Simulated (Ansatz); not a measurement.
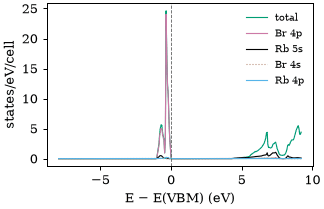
Total and projected density of states of RbBr (rock salt, space group No. 225), DFT-PBEsol in the program Ansatz with PAW potentials

**Question.** Which orbitals carry the states next to the gap?

**Answer.** Top 1 eV of the valence band: Br 4p 95 %. Bottom 1 eV of the conduction band: Rb 5s 73 %, Br 4s 17 %, Br 4p 5 %. Projections are on Löwdin-orthogonalised atomic valence shells; empty p or d shells of many metals are not among them.

**Question.** Where is the tallest occupied peak in this window, and what makes it?

**Answer.** Near -0.3 eV, about 25 states/eV per cell; the largest projected share is Br 4p.

Space group Fm-3m (rock salt). The PBEsol relaxation kept the symmetry of its start. Spin–orbit coupling is left out wherever it is not named.

Potentials: the later of the program's two PAW sets.
